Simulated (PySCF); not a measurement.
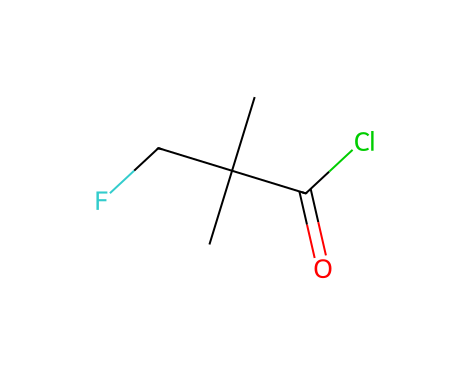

**Write the SMILES.**

CC(C)(CF)C(=O)Cl

**What is the molecular formula?**

C5H8ClFO.

**An optimisation with GFN2-xTB gave a structure of which point group?**

Cs. Other conformers may differ.

The parts below concern this one geometry. Atoms keep their numbers from picture to picture. The computed structure is the end point of a GFN2-xTB optimisation. No frequency run is at hand to confirm it as a minimum.

**Geometry**

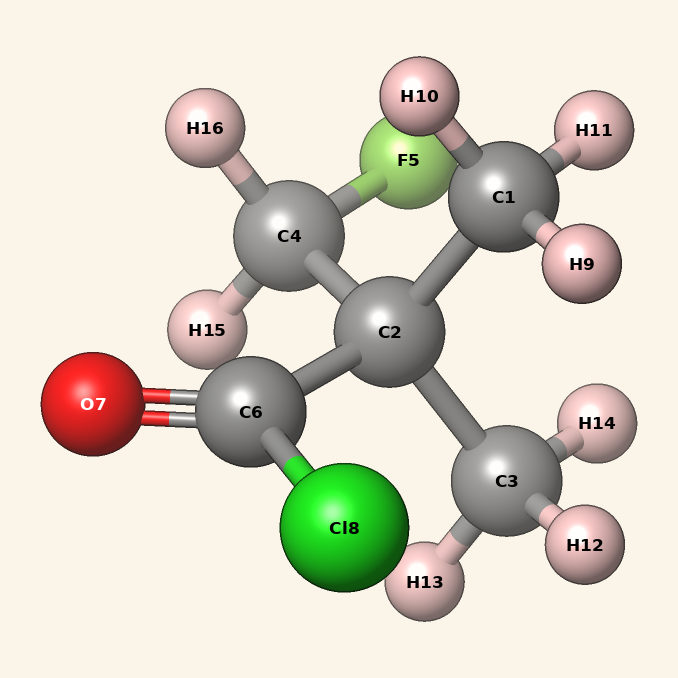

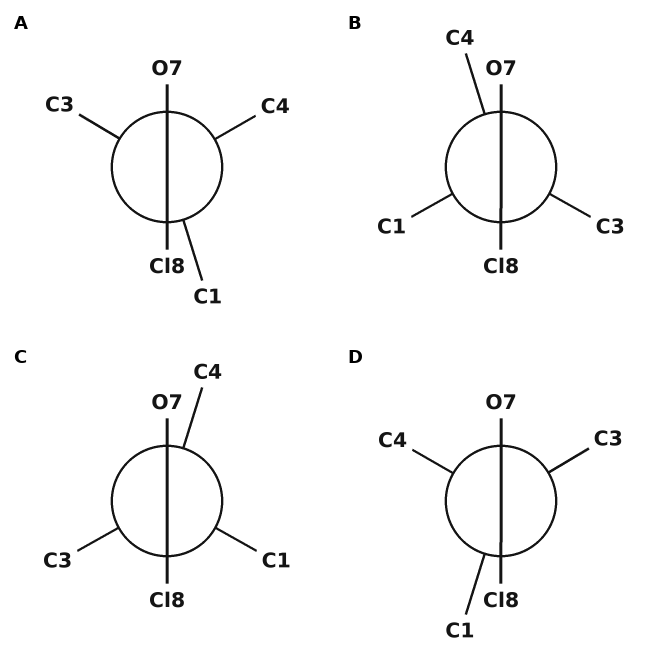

Atoms fade into the background with distance from the viewer. Bonds that would overlap in a projection are set slightly apart. No frequency run is at hand to confirm it as a minimum.

**Which Newman projection shows the view along C6–C2, with C6 in front?**

C. The torsion angle Cl8–C6–C2–C1 is −61°, synclinal (gauche).

**Dipole moment**

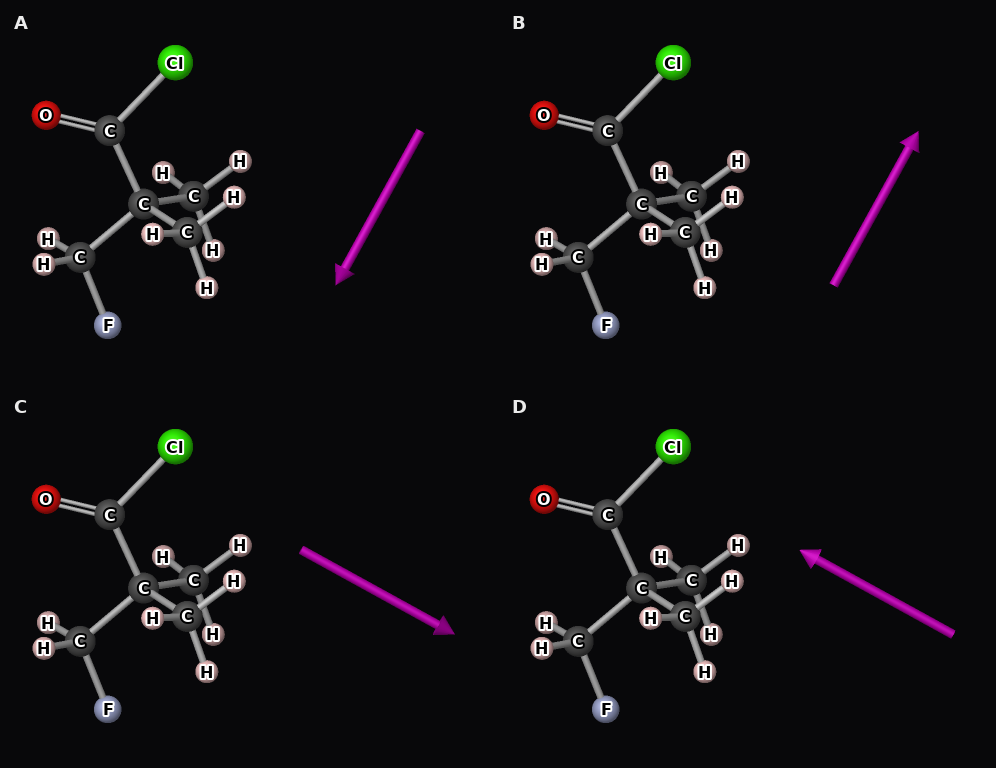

The same molecule four times, each with an arrow. No frequency run is at hand to confirm it as a minimum. Properties computed with CAM-B3LYP/def2-SVPD, gas phase (PySCF 2.14.0).

**Which arrow points along the dipole moment, from the negative to the positive end?**

C. The dipole moment is 1.54 D.

**Excitation**

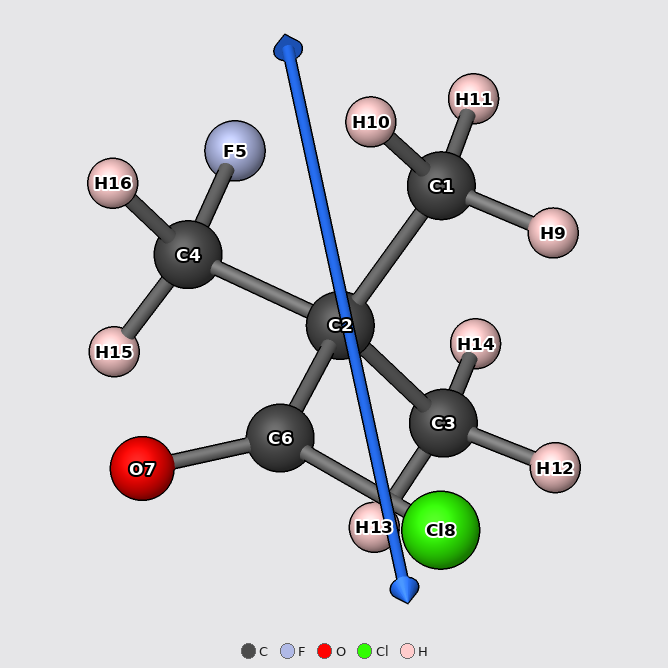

The double arrow shows the direction of the transition dipole to excited singlet state 5 (its length means nothing). No frequency run is at hand to confirm it as a minimum. Properties computed with TDDFT CAM-B3LYP/def2-SVPD, vertical, gas phase, core orbitals frozen in the response (PySCF 2.14.0).

**How is the transition polarised?**

Close to the long direction F5···Cl8.

**Where does the transition lie, and how strong is it?**

7.97 eV (156 nm), oscillator strength 0.070, mainly HOMO−4 → LUMO (weight 0.54); transition dipole 1.52 D.

**Polarisability**

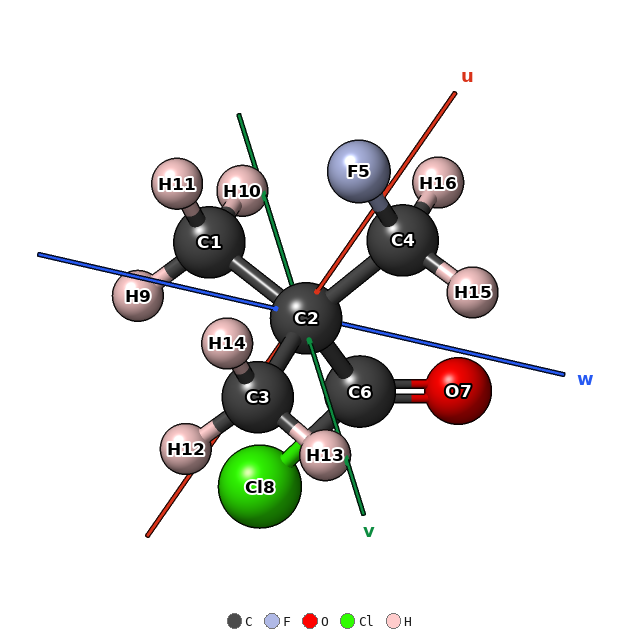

The lines u, v and w are the principal axes of the static dipole polarisability. No frequency run is at hand to confirm it as a minimum. Method: CAM-B3LYP/def2-SVPD (PySCF 2.14.0).

**Along which axis is the molecule most polarisable, and along which least?**

Most along u (close to the long direction F5···Cl8), least along v.

**Give the three principal values.**

u 85.9, v 67.2, w 76.1 bohr³; mean 76.4, anisotropy 16.2 bohr³.
